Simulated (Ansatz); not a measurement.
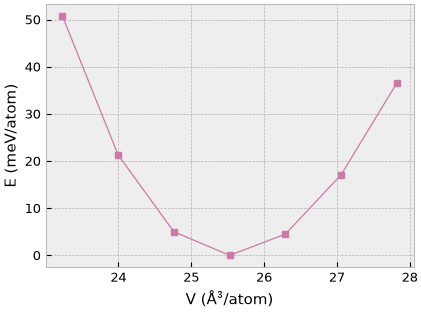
Figure. AlInAs$_{2}$ in space group P-4m2 (No. 115; Pearson symbol tP12) under volume change, plane-wave PAW r²SCAN (Ansatz code), shape and atoms relaxed at each volume.

Problem. What does a third-order Birch–Murnaghan fit give for V₀, B₀ and B′?

Solution. V₀ = 25.53 Å³/atom, B₀ = 66.2 GPa, B′ = 4.4.

The start of the workflow was typed in or built on a structure type; neither database checked (COD, Materials Project) lists it. Its standing as an ambient phase is unchecked. The cell was relaxed with r²SCAN under the symmetry of its start; its stability against distortions is not shown here.

Potentials: the earlier of the program's two PAW sets. The files were generated under PBE; for other functionals the program regenerates the frozen cores, and for LDA and PBEsol the local potential too.
